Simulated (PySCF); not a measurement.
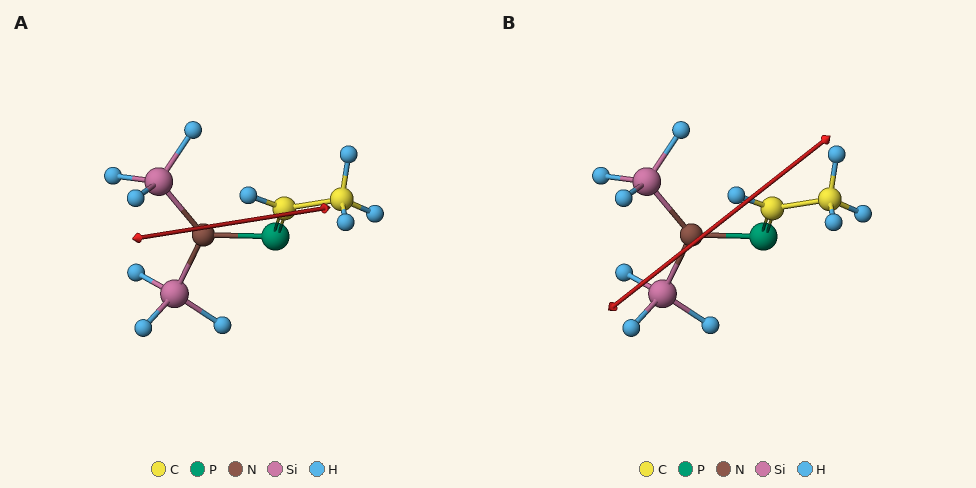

The double arrows show the directions of two transition dipoles from the ground state (lengths mean nothing). The geometry was computed by an optimisation with GFN2-xTB. No frequency run is at hand to confirm it as a minimum. Properties computed with TDDFT CAM-B3LYP/def2-SVPD, vertical, gas phase, core orbitals frozen in the response (PySCF 2.14.0).

> One belongs to singlet state 3 and one to singlet state 7. Which is which?

A: state 7, 6.77 eV (183 nm), oscillator strength 0.051, of mixed character, with the largest part HOMO−2 → LUMO (weight 0.45).
B: state 3, 5.44 eV (228 nm), oscillator strength 0.085, of mixed character, with the largest part HOMO → LUMO+1 (weight 0.46).

The geometry is semi-empirical. Around P, Si such bond lengths and angles can be off by a tenth of an ångström or more and by several degrees, and values that hang on the shape move with them.
